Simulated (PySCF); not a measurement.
# CHFGaN (SMILES N#[C][GaH][F]): levels of theory compared

Aim: a comparison of 5 runs (HF/STO-3G, HF/3-21G, B3LYP/6-31G*, M06-2X/aug-cc-pVDZ) of CHFGaN. 

The results are computed with PySCF 2.14.0.

### 1 The molecule

CHFGaN has 5 atoms, charge 0, and is taken as a singlet. SMILES: `N#[C][GaH][F]`. Geometry: relaxed at PBE0-D4/def2-TZVP.

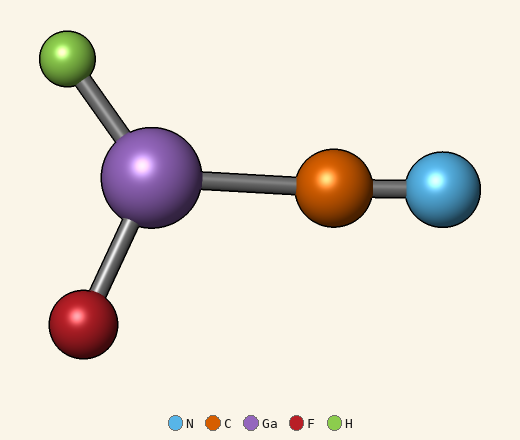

Viewed from a chosen angle; nitrogen blue, carbon orange, gallium purple, fluorine red, hydrogen green.

### 2 Energy and forces at HF/STO-3G (run 1)

Input file run.py:

```python
from pyscf import gto

mol = gto.M(
    atom='''
N      1.214000    -1.657200     1.266000
C      0.641000    -0.864700     0.656300
Ga    -0.259700     0.519000    -0.345500
F     -1.724700    -0.053500    -1.092600
H      0.179200     1.982700    -0.525600
''',
    charge=0,
    verbose=3,
    spin=0,
    max_memory=1860,
    basis='sto-3g',
)

mf = mol.RHF()
mf.conv_tol = 1e-10
mf.kernel()
if not mf.converged:
    mf = mf.newton().run(mf.mo_coeff, mf.mo_occ)

energy = mf.e_tot
print('Final energy', energy)
grad = mf.nuc_grad_method().kernel()
dip = mf.dip_moment()
pop, q = mf.mulliken_pop()
```

On the command line:

```sh
OMP_NUM_THREADS=1 python run.py
```

The program printed:

```text
converged SCF energy = -2090.64309767511
Final energy -2090.643097675115
--------------- RHF gradients ---------------
         x                y                z
0 N    -0.0076283871     0.0120828607    -0.0086002715
1 C     0.0389475136    -0.0564255415     0.0422584935
2 Ga     0.0094874079     0.0108953581     0.0025925940
3 F    -0.0598250651    -0.0226547602    -0.0307353506
4 H     0.0190185307     0.0561020829    -0.0055154654
----------------------------------------------
Dipole moment(X, Y, Z, Debye): -0.82657,  2.61447, -1.33934
 ** Mulliken pop  **
pop of  0 N 1s            1.99755
pop of  0 N 2s            1.76962
pop of  0 N 2px           1.12189
pop of  0 N 2py           1.21240
pop of  0 N 2pz           1.10610
pop of  1 C 1s            1.99505
pop of  1 C 2s            1.22610
pop of  1 C 2px           0.96285
pop of  1 C 2py           0.96922
pop of  1 C 2pz           0.98170
pop of  2 Ga 1s           1.99999
pop of  2 Ga 2s           1.99923
pop of  2 Ga 3s           1.99848
pop of  2 Ga 4s           1.05446
pop of  2 Ga 2px          1.99961
pop of  2 Ga 2py          1.99964
pop of  2 Ga 2pz          1.99958
pop of  2 Ga 3px          1.98183
pop of  2 Ga 3py          1.98421
pop of  2 Ga 3pz          1.97935
pop of  2 Ga 4px          0.47291
pop of  2 Ga 4py          0.73182
pop of  2 Ga 4pz          0.34069
pop of  2 Ga 3dxy         1.95777
pop of  2 Ga 3dyz         1.95250
pop of  2 Ga 3dz^2        1.96203
pop of  2 Ga 3dxz         1.94624
pop of  2 Ga 3dx2-y2      1.93244
pop of  3 F 1s            1.99917
pop of  3 F 2s            1.95528
pop of  3 F 2px           1.62483
pop of  3 F 2py           1.89731
pop of  3 F 2pz           1.80044
pop of  4 H 1s            1.08773
 ** Mulliken atomic charges  **
charge of    0N =     -0.20755
charge of    1C =     -0.13493
charge of    2Ga =      0.70723
charge of    3F =     -0.27701
charge of    4H =     -0.08773
```

It took 4.8 s on 1 thread of Intel Xeon at 2.50GHz (Skylake/Cascade Lake), shared host; peak memory 0.12 GiB.

### 3 Energy and forces at HF/3-21G (run 2)

Input file job.py:

```python
import pyscf.grad
from pyscf import gto

mol = gto.M(
    atom=[
    ('N', (1.214000, -1.657200, 1.266000)),
    ('C', (0.641000, -0.864700, 0.656300)),
    ('Ga', (-0.259700, 0.519000, -0.345500)),
    ('F', (-1.724700, -0.053500, -1.092600)),
    ('H', (0.179200, 1.982700, -0.525600)),
],
    max_memory=1860,
    basis='3-21g',
    verbose=4,
    charge=0,
)

calc0 = mol.RHF()
calc0.conv_tol = 1e-10
calc0.kernel()
if not calc0.converged:
    calc0 = calc0.newton().run(calc0.mo_coeff, calc0.mo_occ)

e_tot = calc0.e_tot
print(f'total energy: {e_tot:.8f} hartree')
grad = calc0.Gradients().kernel()
calc0.analyze()
```

On the command line:

```sh
OMP_NUM_THREADS=1 python job.py
```

The program printed:

```text
PySCF version 2.14.0

[INPUT] num. atoms = 5
[INPUT] num. electrons = 54
[INPUT] charge = 0
[INPUT] spin (= nelec alpha-beta = 2S) = 0
[INPUT] symmetry False subgroup None
[INPUT] Mole.unit = angstrom
[INPUT] Symbol           X                Y                Z      unit          X                Y                Z       unit  Magmom
[INPUT]  1 N      1.214000000000  -1.657200000000   1.266000000000 AA    2.294127515222  -3.131654133629   2.392393273699 Bohr   0.0
[INPUT]  2 C      0.641000000000  -0.864700000000   0.656300000000 AA    1.211314445846  -1.634046179911   1.240227255552 Bohr   0.0
[INPUT]  3 Ga    -0.259700000000   0.519000000000  -0.345500000000 AA   -0.490761874550   0.980767858649  -0.652900376037 Bohr   0.0
[INPUT]  4 F     -1.724700000000  -0.053500000000  -1.092600000000 AA   -3.259210647037  -0.101100347664  -2.064714763700 Bohr   0.0
[INPUT]  5 H      0.179200000000   1.982700000000  -0.525600000000 AA    0.338638921522   3.746759987175  -0.993240051071 Bohr   0.0

[... 66 lines left out ...]
One-electron Energy =                -3383.172994416257097
[... 7 lines left out ...]
MO #3   energy= -42.3244349541742  occ= 2
[... 5 lines left out ...]
MO #9   energy= -6.43815850514663  occ= 2
[... 5 lines left out ...]
MO #15  energy= -1.19508792976423  occ= 2
[... 5 lines left out ...]
MO #21  energy= -0.617054818501511 occ= 2
[... 5 lines left out ...]
MO #27  energy= -0.483267824558544 occ= 2
[... 5 lines left out ...]
MO #33  energy= 0.21555226450762   occ= 0
[... 5 lines left out ...]
MO #39  energy= 0.998065740377257  occ= 0
[... 5 lines left out ...]
MO #45  energy= 1.48086457406091   occ= 0
[... 5 lines left out ...]
MO #51  energy= 3.69798249011262   occ= 0
[... 20 lines left out ...]
pop of  2 Ga 1s           1.99999
pop of  2 Ga 2s           1.99993
pop of  2 Ga 3s           1.99670
pop of  2 Ga 4s           0.86725
pop of  2 Ga 5s           0.01130
pop of  2 Ga 2px          1.99999
pop of  2 Ga 2py          1.99998
pop of  2 Ga 2pz          1.99999
pop of  2 Ga 3px          1.99991
pop of  2 Ga 3py          1.99990
pop of  2 Ga 3pz          1.99989
pop of  2 Ga 4px          0.30524
pop of  2 Ga 4py          0.66662
pop of  2 Ga 4pz          0.23794
pop of  2 Ga 5px          0.01895
pop of  2 Ga 5py          0.01599
pop of  2 Ga 5pz          0.00637
pop of  2 Ga 3dxy         1.99237
pop of  2 Ga 3dyz         1.99306
pop of  2 Ga 3dz^2        1.99604
pop of  2 Ga 3dxz         1.99300
pop of  2 Ga 3dx2-y2      1.99246
pop of  3 F 1s            1.99990
pop of  3 F 2s            1.84913
pop of  3 F 3s            0.00280
pop of  3 F 2px           1.81452
pop of  3 F 2py           1.91808
pop of  3 F 2pz           1.88721
pop of  3 F 3px           0.00205
pop of  3 F 3py           0.00107
pop of  3 F 3pz           0.00112
pop of  4 H 1s            1.10175
pop of  4 H 2s            0.00212
 ** Mulliken atomic charges  **
charge of    0N =     -0.10924
charge of    1C =     -0.21812
charge of    2Ga =      0.90712
charge of    3F =     -0.47588
charge of    4H =     -0.10387
Dipole moment(X, Y, Z, Debye):  0.39798,  3.14117, -0.72990
```

It took 3.3 s on 1 thread of Intel Xeon at 2.50GHz (Skylake/Cascade Lake), shared host; peak memory 0.13 GiB.

Run 3 isn't shown in full; the table further down has it.

### 4 Energy and gradient at B3LYP/6-31G(d) (Cartesian functions) (run 4)

Input file calc.py:

```python
import pyscf.grad
from pyscf import gto, dft

system = gto.M(
    atom='''
N      2.294128    -3.131654     2.392393
C      1.211314    -1.634046     1.240227
Ga    -0.490762     0.980768    -0.652900
F     -3.259211    -0.101100    -2.064715
H      0.338639     3.746760    -0.993240
''',
    cart=True,
    unit='bohr',
    basis='6-31g*',
    verbose=4,
    charge=0,
    max_memory=1860,
)

myscf = dft.RKS(system, xc='b3lyp')
myscf.grids.level = 5
myscf.conv_tol = 1e-10
myscf.kernel()
if not myscf.converged:
    myscf = myscf.newton().run(myscf.mo_coeff, myscf.mo_occ)

e_final = myscf.e_tot
print('E(%s) = %.9f' % ('B3LYP', e_final))
grad = myscf.Gradients().kernel()
myscf.analyze()
```

On the command line:

```sh
OMP_NUM_THREADS=1 python calc.py
```

The program printed:

```text
PySCF version 2.14.0

[INPUT] num. atoms = 5
[INPUT] num. electrons = 54
[INPUT] charge = 0
[INPUT] spin (= nelec alpha-beta = 2S) = 0
[INPUT] symmetry False subgroup None
[INPUT] Mole.unit = bohr
[INPUT] Cartesian GTO integrals (6d 10f)
[INPUT] Symbol           X                Y                Z      unit          X                Y                Z       unit  Magmom
[INPUT]  1 N      1.214000256533  -1.657199929286   1.265999855165 AA    2.294128000000  -3.131654000000   2.392393000000 Bohr   0.0
[INPUT]  2 C      0.640999764068  -0.864699904795   0.656299864768 AA    1.211314000000  -1.634046000000   1.240227000000 Bohr   0.0
[INPUT]  3 Ga    -0.259700066386   0.519000074800  -0.345499801010 AA   -0.490762000000   0.980768000000  -0.652900000000 Bohr   0.0
[INPUT]  4 F     -1.724700186780  -0.053499816024  -1.092600125045 AA   -3.259211000000  -0.101100000000  -2.064715000000 Bohr   0.0
[INPUT]  5 H      0.179200041529   1.982700006787  -0.525599972974 AA    0.338639000000   3.746760000000  -0.993240000000 Bohr   0.0

[... 62 lines left out ...]
converged SCF energy = -2117.94536192845
[... 23 lines left out ...]
MO #2   energy= -46.0116292691689  occ= 2
[... 7 lines left out ...]
MO #10  energy= -3.86973661967683  occ= 2
[... 7 lines left out ...]
MO #18  energy= -0.893686414530084 occ= 2
[... 7 lines left out ...]
MO #26  energy= -0.356841434317213 occ= 2
[... 7 lines left out ...]
MO #34  energy= 0.097861171771498  occ= 0
[... 7 lines left out ...]
MO #42  energy= 0.561859201303925  occ= 0
[... 7 lines left out ...]
MO #50  energy= 0.8957191329612    occ= 0
[... 7 lines left out ...]
MO #58  energy= 1.5955674666061    occ= 0
[... 7 lines left out ...]
MO #66  energy= 1.97612546535902   occ= 0
[... 7 lines left out ...]
MO #74  energy= 2.82786736921548   occ= 0
[... 7 lines left out ...]
MO #82  energy= 73.7855502447111   occ= 0
[... 51 lines left out ...]
pop of  2 Ga 3dxz         1.99748
pop of  2 Ga 3dyy         1.76133
pop of  2 Ga 3dyz         1.99826
pop of  2 Ga 3dzz         1.78175
pop of  2 Ga 4dxx         0.00230
pop of  2 Ga 4dxy         0.00346
pop of  2 Ga 4dxz         0.00199
pop of  2 Ga 4dyy         0.00159
pop of  2 Ga 4dyz         0.00193
pop of  2 Ga 4dzz         0.00188
pop of  2 Ga 5dxx         0.00163
pop of  2 Ga 5dxy         0.00117
pop of  2 Ga 5dxz         0.00102
pop of  2 Ga 5dyy         0.00055
pop of  2 Ga 5dyz         0.00078
pop of  2 Ga 5dzz         0.00112
pop of  3  F 1s           1.99997
pop of  3  F 2s           1.84812
pop of  3  F 3s           0.00100
pop of  3  F 2px          1.75766
pop of  3  F 2py          1.90495
pop of  3  F 2pz          1.84884
pop of  3  F 3px          0.00070
pop of  3  F 3py          0.00063
pop of  3  F 3pz          0.00035
pop of  3  F 3dxx         0.00142
pop of  3  F 3dxy         0.00145
pop of  3  F 3dxz         0.00179
pop of  3  F 3dyy         0.00045
pop of  3  F 3dyz         0.00054
pop of  3  F 3dzz         0.00050
pop of  4  H 1s           0.98127
pop of  4  H 2s           0.00385
 ** Mulliken atomic charges  **
charge of    0N =     -0.13270
charge of    1C =     -0.06574
charge of    2Ga =      0.55194
charge of    3F =     -0.36837
charge of    4H =      0.01488
Dipole moment(X, Y, Z, Debye):  0.07994,  2.97459, -0.87886
```

Run time: 35 s. Hardware: 1 thread of Intel Xeon at 2.50GHz (Skylake/Cascade Lake), shared host; peak memory 0.8 GiB.

### 5 Energy and forces at M06-2X/aug-cc-pVDZ (run 5)

Input file calc.py:

```python
from pyscf import gto, dft

molecule = gto.M(
    atom='''
N    1.214000  -1.657200   1.266000
C    0.641000  -0.864700   0.656300
Ga  -0.259700   0.519000  -0.345500
F   -1.724700  -0.053500  -1.092600
H    0.179200   1.982700  -0.525600
''',
    basis='aug-cc-pvdz',
    verbose=4,
    spin=0,
    charge=0,
    max_memory=1860,
)

calc0 = dft.RKS(molecule)
calc0.xc = 'm06-2x'
calc0.grids.level = 5
calc0.conv_tol = 1e-10
calc0.kernel()
if not calc0.converged:
    calc0 = calc0.newton().run(calc0.mo_coeff, calc0.mo_occ)

etot = calc0.e_tot
print('Final energy', etot)
grad = calc0.nuc_grad_method().kernel()
calc0.analyze()
```

On the command line:

```sh
OMP_NUM_THREADS=1 python calc.py
```

The program printed:

```text
PySCF version 2.14.0

[INPUT] num. atoms = 5
[INPUT] num. electrons = 54
[INPUT] charge = 0
[INPUT] spin (= nelec alpha-beta = 2S) = 0
[INPUT] symmetry False subgroup None
[INPUT] Mole.unit = angstrom
[INPUT] Symbol           X                Y                Z      unit          X                Y                Z       unit  Magmom
[INPUT]  1 N      1.214000000000  -1.657200000000   1.266000000000 AA    2.294127515222  -3.131654133629   2.392393273699 Bohr   0.0
[INPUT]  2 C      0.641000000000  -0.864700000000   0.656300000000 AA    1.211314445846  -1.634046179911   1.240227255552 Bohr   0.0
[INPUT]  3 Ga    -0.259700000000   0.519000000000  -0.345500000000 AA   -0.490761874550   0.980767858649  -0.652900376037 Bohr   0.0
[INPUT]  4 F     -1.724700000000  -0.053500000000  -1.092600000000 AA   -3.259210647037  -0.101100347664  -2.064714763700 Bohr   0.0
[INPUT]  5 H      0.179200000000   1.982700000000  -0.525600000000 AA    0.338638921522   3.746759987175  -0.993240051071 Bohr   0.0

[... 63 lines left out ...]
converged SCF energy = -2118.11205277249
[... 25 lines left out ...]
MO #4   energy= -41.4929866747748  occ= 2
[... 10 lines left out ...]
MO #15  energy= -1.08748422970031  occ= 2
[... 10 lines left out ...]
MO #26  energy= -0.430222118536779 occ= 2
[... 10 lines left out ...]
MO #37  energy= 0.0714297076579378 occ= 0
[... 10 lines left out ...]
MO #48  energy= 0.194332296051156  occ= 0
[... 10 lines left out ...]
MO #59  energy= 0.362329658378482  occ= 0
[... 10 lines left out ...]
MO #70  energy= 0.642044895789906  occ= 0
[... 10 lines left out ...]
MO #81  energy= 1.03984749849921   occ= 0
[... 10 lines left out ...]
MO #92  energy= 1.49276250200207   occ= 0
[... 10 lines left out ...]
MO #103 energy= 2.32549779410853   occ= 0
[... 10 lines left out ...]
MO #114 energy= 4.72243975393923   occ= 0
[... 83 lines left out ...]
pop of  2 Ga 5dx2-y2      0.00105
pop of  3 F 1s            1.99999
pop of  3 F 2s            1.85534
pop of  3 F 3s            0.00136
pop of  3 F 4s            0.00138
pop of  3 F 2px           1.82482
pop of  3 F 2py           1.93139
pop of  3 F 2pz           1.89095
pop of  3 F 3px           0.00165
pop of  3 F 3py           0.00335
pop of  3 F 3pz           0.00181
pop of  3 F 4px           0.00215
pop of  3 F 4py           0.00191
pop of  3 F 4pz           0.00175
pop of  3 F 3dxy          0.00176
pop of  3 F 3dyz          0.00065
pop of  3 F 3dz^2         0.00102
pop of  3 F 3dxz          0.00214
pop of  3 F 3dx2-y2       0.00195
pop of  3 F 4dxy          0.00086
pop of  3 F 4dyz          0.00033
pop of  3 F 4dz^2         0.00047
pop of  3 F 4dxz          0.00103
pop of  3 F 4dx2-y2       0.00098
pop of  4 H 1s            1.05900
pop of  4 H 2s            0.00381
pop of  4 H 3s            0.00022
pop of  4 H 2px           0.00035
pop of  4 H 2py           0.00320
pop of  4 H 2pz           0.00014
pop of  4 H 3px           0.00023
pop of  4 H 3py           0.00019
pop of  4 H 3pz           0.00015
 ** Mulliken atomic charges  **
charge of    0N =     -0.14939
charge of    1C =     -0.14086
charge of    2Ga =      0.88659
charge of    3F =     -0.52904
charge of    4H =     -0.06730
Dipole moment(X, Y, Z, Debye):  0.23876,  3.19532, -0.84738
```

It took 1.8 min on 1 thread of Intel Xeon at 2.50GHz (Skylake/Cascade Lake), shared host; peak memory 1.2 GiB.

### 6 Overview of the runs

| run | level | integration grid | Cartesian functions | energy (Eh) | dipole moment (D) | HOMO energy (eV) | LUMO energy (eV) | wall time |
| --- | --- | --- | --- | --- | --- | --- | --- | --- |
| 1 | HF/STO-3G | – | no | -2090.643098 | 3.05 | -8.80 | 3.84 | 4.8 s |
| 2 | HF/3-21G | – | no | -2105.189238 | 3.25 | -13.15 | 0.63 | 3.3 s |
| 3 | B3LYP/6-31G* (spherical functions) | 5 | no | -2117.935402 | 3.12 | -9.63 | -2.69 | 38 s |
| 4 | B3LYP/6-31G* (Cartesian functions) | 5 | yes | -2117.945362 | 3.10 | -9.63 | -2.67 | 35 s |
| 5 | M06-2X/aug-cc-pVDZ | 5 | no | -2118.112053 | 3.31 | -11.50 | -2.04 | 1.8 min |

### 7 Results

```
                       quantity           value
            run 5: total energy  -2118.11205 Eh
           run 5: dipole moment          3.31 D
             run 5: HOMO energy       -11.50 eV
             run 5: LUMO energy        -2.04 eV
           run 5: HOMO–LUMO gap         9.46 eV
run 5: largest force on an atom      0.825 eV/Å
```

The dipole moment (its size) runs from 3.05 D (HF/STO-3G) to 3.31 D (M06-2X/aug-cc-pVDZ). The two ends differ in method and basis. The HOMO–LUMO gap runs from 6.95 eV (B3LYP/6-31G*) to 13.78 eV (HF/3-21G). Totals of different functionals can't be ranked against each other. In run 1 the basis is minimal, so the values are rough. All runs together took 3.1 min, the longest 1.8 min.
